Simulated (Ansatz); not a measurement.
```xyz
8

Sn    0.4135   -0.2282   -0.4373
O    -0.5176   -0.2491    2.5831
H    -1.0658   -1.0258    2.7646
H     1.3133   -0.3830   -1.9008
H     0.0526    1.4194   -0.1603
H    -1.0081   -1.1798   -0.5574
H     1.4121   -0.8513    0.8392
H     0.3664   -0.6295    2.3677
```

Core potentials replace the inner electrons of Sn; not at a stationary point (largest force 0.9 eV/Å).

Method: Ansatz 0.2.0, RKS B3LYP-D4/def2-SVP.

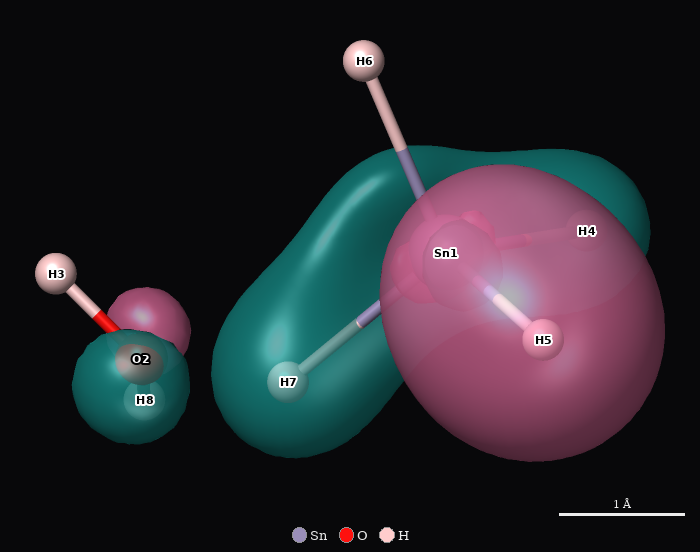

H$_{4}$Sn···H$_{2}$O. The HOMO−1 at ±0.15 Å⁻³ᐟ² (teal and pink are the two phases), seen at a tilt.

Where does this orbital lie, and at what energy?

Its weight (Hirshfeld) is mainly on Sn1 (about 40 %), H5 (about 35 %), H7 (about 10 %) and H4 (about 10 %). Its energy is −8.83 eV.
